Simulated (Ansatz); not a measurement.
# UCCSD(T)/STO-3G run of BCl2 (SMILES Cl[B]Cl)

Aim: the vertical ionisation energy of BCl2 at UCCSD(T)/STO-3G, from 2 runs. 

The calculation is run with Ansatz 0.2.0.

38 further runs of the same task are left out: 4 that didn't finish, 34 set aside as unsound or not needed.

## (1) Starting point

The species is BCl2 (3 atoms), meant as a doublet with charge 0. SMILES: `Cl[B]Cl`. The coordinates come from a PBE0-D4/def2-TZVP relaxation.

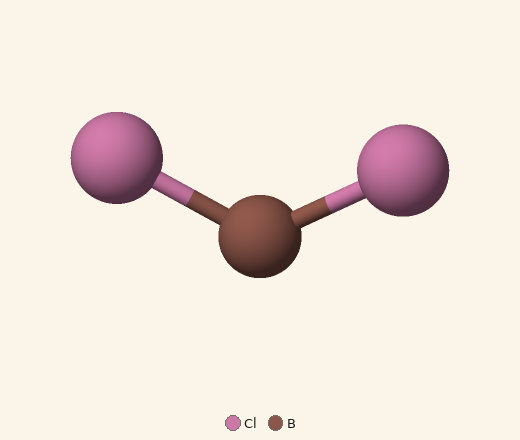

Viewed from a chosen angle; chlorine pink, boron brown.

## (2) The energy at UCCSD(T)/STO-3G

The input, input.yaml:

```yaml
crystal:
  periodic: [false, false, false]
  atoms:
    - symbol: Cl
      position_ang: [0.371500, -1.525600, 0.030000]
    - symbol: B
      position_ang: [-0.463900, -0.050300, -0.256900]
    - symbol: Cl
      position_ang: [0.081500, 1.511100, 0.213700]
basis:
  gaussian:
    orbitals: STO-3G
magnetization:
  spin_polarized: true
  initial_magnetization: 1
correlation:
  method: ccsd_t
  frozen_orbitals: {B: 1, Cl: 5}
accuracy: high
scf:
  omitted_lower_state_checks: [cluster_reference, increment]
```

Launch:

```console
$ ansatz run input.yaml --threads 1 --pin off --max-ram 2610MiB --events-out events.jsonl --progress --plain --runs-dir runs
```

Output, shortened:

```text
Warning: RAYON_NUM_THREADS=1 ignored (pool sized by the plan → 1); use --threads N
Functional definition: HF
  name "HF"
[...]
404 factors; integrals over basis functions are off by at most 1.6e-8 eV
[...]
mean field -25402.68111153 eV, -933.5313122931 hartree, gradient 9.9e-8 eV, S^2 0.753681; 0 other end points of the search recorded, 0 dependent functions left out
11 core orbitals not correlated: weight in the atoms' cores, before any rotation towards them, 1.000 or more for the frozen orbitals, at most 0.000 for the correlated occupied ones
reference -25402.68111153 eV, -933.5313122931 hartree; 9, 8 occupied and 3, 4 virtual orbitals, 404 factors
second order -1.10653889 eV of doubles, -0.00000000 eV of singles
cycle   1  -1.23338358 eV  change   -1.3e-1 eV  update   6.2e-2
[...]
cycle  21  -1.37829644 eV  change  -3.3e-10 eV  update  5.2e-10
perturbative correction -0.07225683 eV, -0.0026553897 hartree
Total energy: -25404.13166481 eV, -933.5846191428 hartree
Checks for a lower state left out: cluster_reference, increment
```

Wall time 0.42 s (1 thread of Arm Neoverse V1, shared host).

## (3) The singlet cation

The input, in.yaml:

```yaml
crystal:
  periodic: [false, false, false]
  atoms:
    - {symbol: Cl, position_ang: [0.371500, -1.525600, 0.030000]}
    - {symbol: B, position_ang: [-0.463900, -0.050300, -0.256900]}
    - {symbol: Cl, position_ang: [0.081500, 1.511100, 0.213700]}
basis:
  gaussian:
    orbitals: STO-3G
correlation:
  method: ccsd_t
  frozen_orbitals: {B: 1, Cl: 5}
accuracy: high
scf:
  omitted_lower_state_checks: [cluster_reference, increment]
total_charge: 1
```

Launch:

```console
$ ansatz run in.yaml --threads 1 --pin off --max-ram 2610MiB --events-out events.jsonl --progress --plain --runs-dir runs
```

Output, shortened:

```text
Warning: RAYON_NUM_THREADS=1 ignored (pool sized by the plan → 1); use --threads N
[... 2 set-up lines as earlier in the session ...]
[...]
402 factors; integrals over basis functions are off by at most 1.6e-8 eV
[...]
mean field -25394.65111089 eV, -933.2362152126 hartree, gradient 1.6e-8 eV, S^2 0.000000; 0 other end points of the search recorded, 0 dependent functions left out
11 core orbitals not correlated: weight in the atoms' cores, before any rotation towards them, 1.000 or more for the frozen orbitals, at most 0.000 for the correlated occupied ones
reference -25394.65111089 eV, -933.2362152126 hartree; 8, 8 occupied and 4, 4 virtual orbitals, 402 factors
second order -2.19132363 eV of doubles, -0.00000000 eV of singles
cycle   1  -2.19095942 eV  change    3.6e-4 eV  update   1.2e-1
[...]
cycle  19  -2.48533577 eV  change   3.1e-10 eV  update   1.7e-9
perturbative correction -0.21222321 eV, -0.0077990592 hartree
Total energy: -25397.34866987 eV, -933.3353486766 hartree
Checks for a lower state left out: cluster_reference, increment
```

Wall time 0.24 s (1 thread of Arm Neoverse V1, shared host).

## (4) Summary of results

At UCCSD(T)/STO-3G, 11 core orbitals frozen:

| quantity | value |
| --- | --- |
| doublet BCl2: total energy | -933.58462 Eh |
| doublet BCl2: correlation energy (11 core orbitals frozen) | -53.3 mEh |
| doublet BCl2: (T) correction | -2.66 mEh |
| doublet BCl2: ⟨S²⟩ of the reference determinant | 0.754 |
| doublet BCl2: T1 diagnostic | 0.014 |
| singlet cation: total energy | -933.33535 Eh |
| singlet cation: correlation energy (11 core orbitals frozen) | -99.1 mEh |
| singlet cation: (T) correction | -7.80 mEh |
| singlet cation: T1 diagnostic | 0.028 |
| vertical ionisation energy (to the singlet cation) | 6.783 eV |

Removing an electron at fixed nuclei costs 6.78 eV (654 kJ/mol). Only the singlet of the ionised species was computed; a triplet could lie lower. In a minimal basis such a difference can be off by several eV, whatever the method. The triples (doublet BCl2) make up 5.0 % of the correlation energy. The T1 diagnostic (singlet cation) of 0.028 is above the customary mark for such species, so a single reference may not serve. The triples (singlet cation) make up 7.9 % of the correlation energy.
